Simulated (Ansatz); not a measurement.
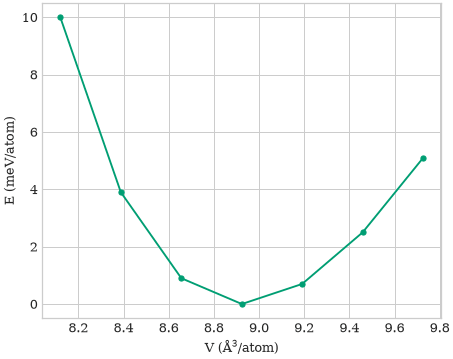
Figure: BN in space group P6_3/mmc (No. 194; B on 2c, N on 2d) under volume change, DFT-r²SCAN+D4 in the program Ansatz with PAW potentials, shape and atoms relaxed at each volume.

### Question
What does a third-order Birch–Murnaghan fit give for V₀, B₀ and B′?

### Answer
V₀ = 8.93 Å³/atom, B₀ = 31.5 GPa, B′ = 10.2.

The r²SCAN+D4 relaxation kept the symmetry of its start; phonons on a q-mesh show no instability.

Potentials: the later of the program's two PAW sets.
